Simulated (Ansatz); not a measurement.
# H4HfO2Se2: what the fields show

```yaml
atoms:
  - { symbol: Hf, position_ang: [0.2859, -0.1697, -0.2639] }
  - { symbol: O, position_ang: [-1.5119, -0.7195, 0.0717] }
  - { symbol: O, position_ang: [1.2142, -0.9472, -1.7313] }
  - { symbol: Se, position_ang: [0.2578, 2.3848, -0.7151] }
  - { symbol: Se, position_ang: [1.7097, -0.7549, 1.8236] }
  - { symbol: H, position_ang: [-2.3797, -1.1196, 0.0942] }
  - { symbol: H, position_ang: [1.5169, -1.4323, -2.4978] }
  - { symbol: H, position_ang: [-0.8665, 2.5381, 0.2262] }
  - { symbol: H, position_ang: [0.5823, -0.3921, 2.7021] }
```

Geometry: PBE0-D4/def2-SVP; core potentials replace the inner electrons of Hf.

Level of theory: isolated molecule in a Gaussian basis; Kohn-Sham density functional theory, functional PBE0 in Ansatz.

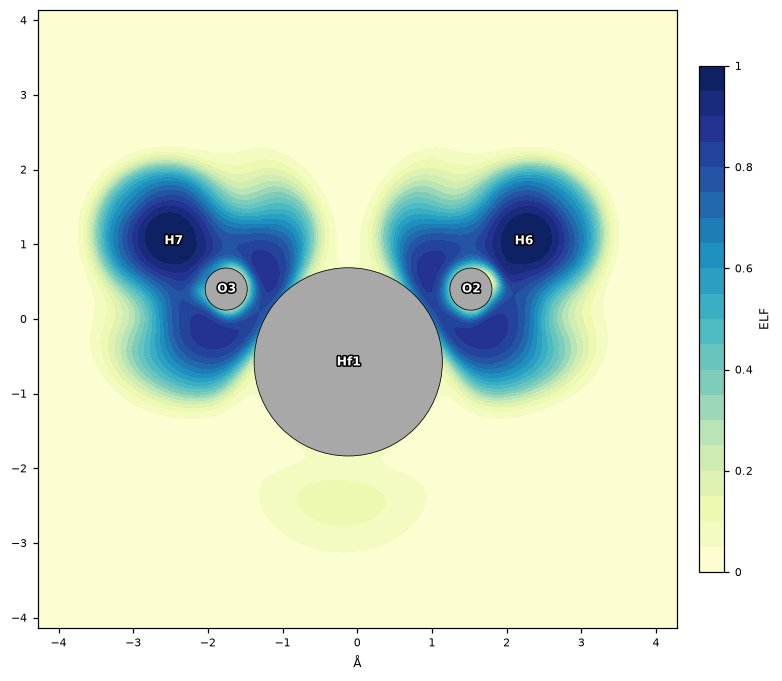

Figure 1. ELF on the plane of atoms Hf1, O3 and H7. Grey discs cover the atomic cores.

### Read the bonding off the picture.

- The section cuts through Hf, O and H sites.
- Hf–O (1.90 Å): the ELF peaks at about 0.80 in the valence shell of O, 0.5 Å from its nucleus, and drops to about 0.20 between the two atoms.
- O–H (0.96 Å): the ELF climbs to about 1 towards the hydrogen, as it does in any bond to H: a covalent bond by its length.

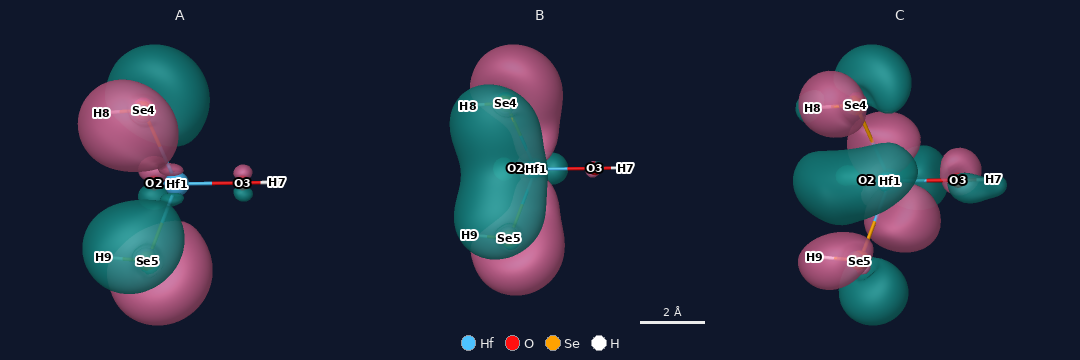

Figure 2. Three frontier orbitals at ±0.06 Å⁻³ᐟ² (teal and pink are the two phases), in no order.

### Order the three orbitals by energy and name them.

B is the HOMO−1 (−7.36 eV). Its weight (Hirshfeld) is mainly on Se4 (about 40 %), Se5 (about 40 %) and Hf1 (about 15 %). A is the HOMO (−6.64 eV). It lies mainly on Se4 (about 45 %) and Se5 (about 45 %). C is the LUMO (−0.91 eV). By Hirshfeld shares it lies mainly on Hf1 (about 60 %), Se4 (about 15 %) and Se5 (about 15 %).

### What is the HOMO–LUMO gap?

5.73 eV between the orbital energies.

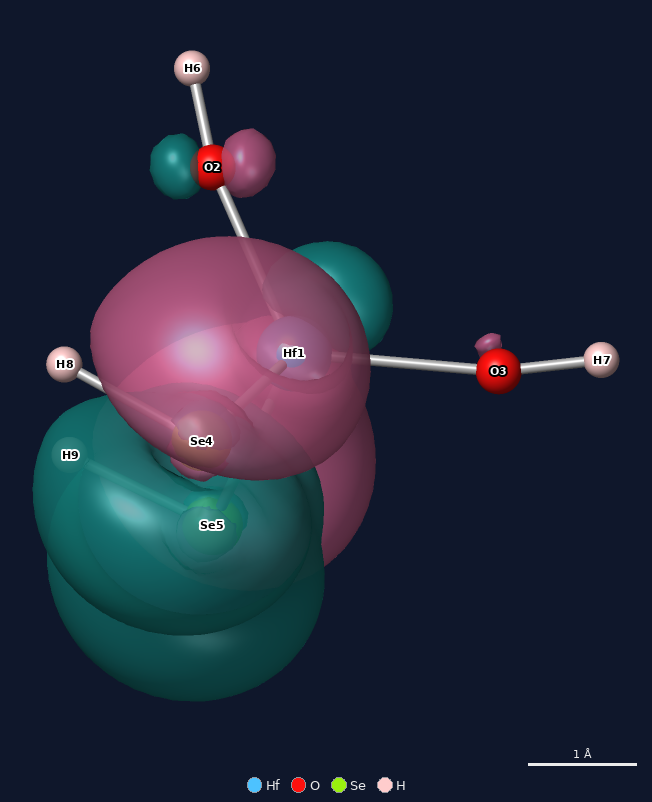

Figure 3. The HOMO−1 at ±0.08 Å⁻³ᐟ² (teal and pink are the two phases), seen from one side.

### Where does this orbital lie, and at what energy?

It lies mainly on Se4 (about 40 %), Se5 (about 40 %) and Hf1 (about 15 %). Its energy is −7.36 eV.
